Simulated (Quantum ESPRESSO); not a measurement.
# Cost against accuracy: ecutwfc for BaMgF4 (Cmc2_1, 12 atoms in the cell)

Cell: a = 7.5313 Å, b = 7.5313 Å, c = 5.8150 Å, α = 90.00°, β = 90.00°, γ = 148.24°.

Computed with PBEsol, GBRV 1.5 ultrasoft (PBESOL) pseudopotentials (plane waves; Quantum ESPRESSO).

Base settings: ecutwfc = 40 Ry; ecutrho = 200 Ry; occupations = smearing; smearing = mp; degauss = 0.0099958 Ry; potentials = {Ba: ba_pbesol_v1.uspp.F.UPF, Mg: mg_pbesol_v1.4.uspp.F.UPF, F: f_pbesol_v1.4.uspp.F.UPF}; K_POINTS = automatic 5 5 3 0 0 0; conv_thr = 1e-09 Ry; mixing_beta = 0.7.

Misses are taken against the tightest run, 70 Ry (ecutrho: 200 Ry → 350 Ry), which need not be fully converged itself. The energy is the free energy per atom.

The count of work is k-points × plane waves × bands × iterations; it is no time, and leaves out set-up, grids and terms that scale otherwise. Core times come from one kind of shared machine and are given to one figure; runs under 30 s give none.

The starting cell comes from a database of published, mostly measured structures (it also holds non-ambient and calculated ones), without a prior relaxation at this level.

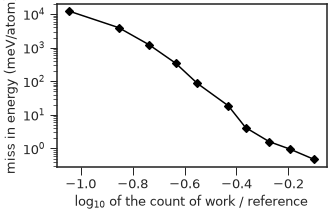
Figure: Miss against the count of work; the reference run is not drawn, and misses under 0.1 meV/atom are drawn there.

| ecutwfc | energy less reference (meV/atom) | pressure less reference (GPa) | largest difference in the force on any atom (eV/Å) | count of work / reference | core time / reference (rough) |
|---|---|---|---|---|---|
| 16 Ry (ecutrho: 200 Ry → 80 Ry) | 12341.85 | -418.05 | 0.403 | 0.090 | 0.1 |
| 20 Ry (ecutrho: 200 Ry → 100 Ry) | 3952.53 | -170.41 | 0.506 | 0.14 | 0.2 |
| 24 Ry (ecutrho: 200 Ry → 120 Ry) | 1219.23 | -65.81 | 0.120 | 0.18 | 0.2 |
| 28 Ry (ecutrho: 200 Ry → 140 Ry) | 344.55 | -23.42 | 0.023 | 0.23 | 0.3 |
| 32 Ry (ecutrho: 200 Ry → 160 Ry) | 86.20 | -7.40 | 0.006 | 0.28 | 0.4 |
| 36 Ry (ecutrho: 200 Ry → 180 Ry) | 18.66 | -1.93 | 0.004 | 0.37 | 0.4 |
| 40 Ry | 4.20 | -0.35 | 0.002 | 0.43 | 0.3 |
| 46 Ry (ecutrho: 200 Ry → 230 Ry) | 1.60 | 0.00 | 0.001 | 0.53 | 0.6 |
| 52 Ry (ecutrho: 200 Ry → 260 Ry) | 0.96 | 0.00 | 0.000 | 0.64 | 0.7 |
| 60 Ry (ecutrho: 200 Ry → 300 Ry) | 0.47 | 0.02 | 0.000 | 0.79 | 0.8 |
| 70 Ry (ecutrho: 200 Ry → 350 Ry) | 0.00 | 0.00 | 0.000 | 1.0 | 1 |

Coarsest setting among those run that, with all tighter ones, holds the energy within 10 meV/atom of the reference: 40 Ry, off by 4.2 meV/atom; it needs 0.43 of the reference's count of work and about 0.3 of the reference's time.

The step from 16 Ry (ecutrho: 200 Ry → 80 Ry) to 36 Ry (ecutrho: 200 Ry → 180 Ry): it takes the miss in the energy from 12000 to 19 meV/atom, for 4.1 times the count of work and roughly 4 times the time.
